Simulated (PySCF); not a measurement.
**C₃H₁₀BO₂Si (doublet): density, localisation and related maps**

```xyz
17

C    -2.6095    0.0497    0.7454
C    -1.5351   -0.2021   -0.3037
O    -0.4095    0.6006   -0.0211
B     0.7404    0.5879   -0.7532
O     0.9469   -0.2088   -1.8366
C     1.9297    1.4834   -0.2389
Si    2.8263    0.4579    1.0830
H    -2.8946    1.0979    0.7390
H    -2.2275   -0.1977    1.7321
H    -3.4839   -0.5614    0.5361
H    -1.2497   -1.2650   -0.2940
H    -1.9255    0.0408   -1.3035
H     0.2207   -0.7771   -2.0936
H     2.6183    1.7339   -1.0419
H     1.5734    2.4105    0.2031
H     2.0177    0.1704    2.2657
H     3.4549   -0.7592    0.5719
```

Geometry: GFN2-xTB.

Level of theory: UKS B3LYP, pcH-1 on B C H O Si, non-relativistic, mean-field spin-orbit, GIAO (PySCF 2.14.0, density-fitted response routines).

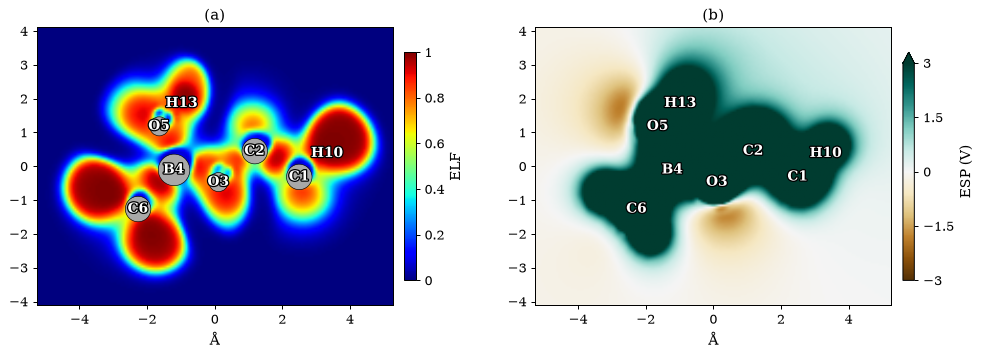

Figure 1. (a) electron localisation function; (b) electrostatic potential on the plane of atoms O3, B4 and O5. Grey discs cover the atomic cores in the ELF map.

What does the map show?

Answer. The section cuts through C, O, B and H sites. B–O (1.36 Å): the ELF peaks at about 0.85 between the atoms; a polar covalent bond. C–O (1.41 Å): the ELF peaks at about 0.85 between the atoms (a polar covalent bond). C–C (1.52 Å): the ELF peaks at about 0.95 between the atoms; a covalent bond. C–B (1.58 Å): the ELF peaks at about 0.95 between the atoms (a covalent bond). O–H (0.96 Å): the ELF climbs to about 0.95 towards the hydrogen, as it does in any bond to H. The ELF also peaks beside O5, away from the bonds: non-bonding electrons, paired or unpaired. Outside the dense part of the molecule the potential is most negative (−1.8 V) near O5.

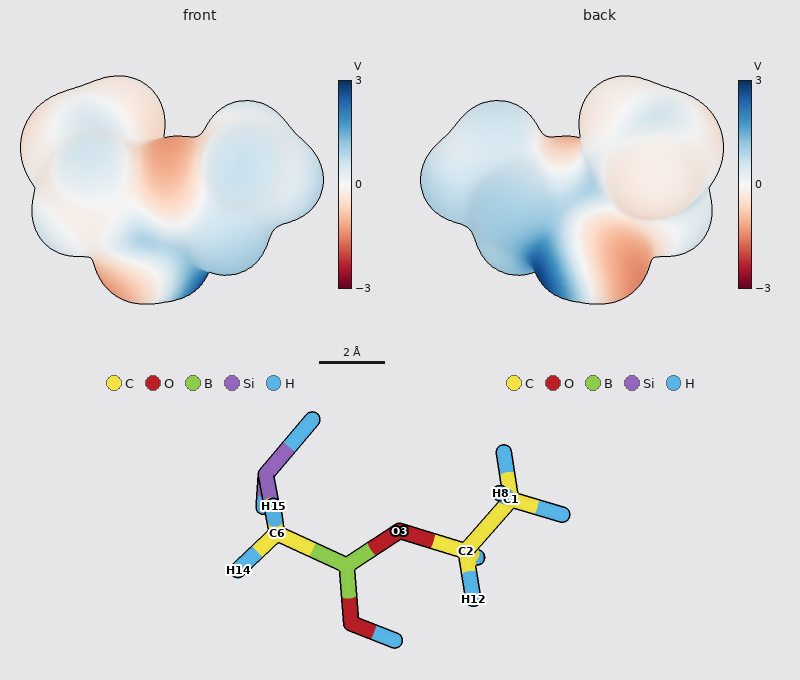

Figure 2. The molecular electrostatic potential painted on the density surface at 0.002 e/bohr³, seen from the front and from behind; the colour scale runs from red (negative) to blue (positive). The bare structure is drawn below in the same view.

Where is the surface potential most negative and most positive?

Answer. The most negative region (about −1.4 V, or −32 kcal/mol for a unit charge) lies over O5, the most positive (about +2.7 V, or +62 kcal/mol for a unit charge) over H13. O5 is the likeliest acceptor of a hydrogen bond.
